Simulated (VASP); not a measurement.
Band structure of FeNi$_{3}$ (space group Pm-3m). Method: PBE GGA, VASP's PBE PAW potentials (set 64) (plane waves; VASP 6.6.1).

The run has a spin-polarised start.

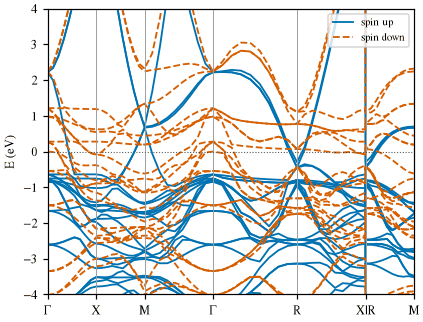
*Bands along high-symmetry lines, zero at the valence-band maximum or, without a gap, the Fermi level*

Q: Read the plot: is there a gap, and where are the band edges?

A: It has no gap at this level: it comes out as a metal or semimetal.

The structure comes from a computed database's FeNi3 entry; how it stands against other phases isn't given here. The cell was not relaxed at this level.
